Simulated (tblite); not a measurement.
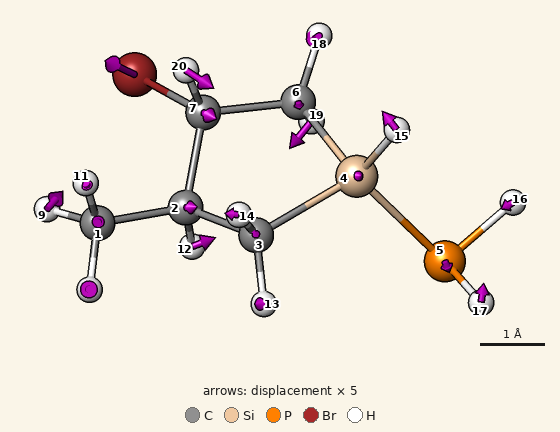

A relaxation of C₅H₁₂BrPSi. The starting structure is drawn; purple arrows show the displacements, magnified 5 times. The two geometries are superimposed by the best rigid fit.

Style: ball-and-stick. Shown at a tilt.

Method: tblite, GFN2-xTB geometry optimisation, gas phase. 

Q: Describe the change and its energy.

A: After 52 geometry steps the energy has fallen by 3.64 kcal/mol. The atom that moves furthest after the best rigid fit is the Br atom (0.18 Å). By element the largest moves are Br 0.18 Å, H 0.13 Å, C 0.07 Å, P 0.05 Å, Si 0.03 Å. Some distances before and after: P–Si 2.190 → 2.239 Å, C–C 1.573 → 1.534 Å, H–P 1.417 → 1.384 Å, Br–C 1.946 → 1.975 Å. Among the angles between lasting bonds that change: Si–C–H 111.3° → 115.4°, P–Si–H 113.7° → 117.6°, Si–P–H 97.8° → 94.8°. Cost: 1.9 s on 1 thread of Intel(R) Xeon(R) Processor @ 2.50GHz, with other jobs on the host.
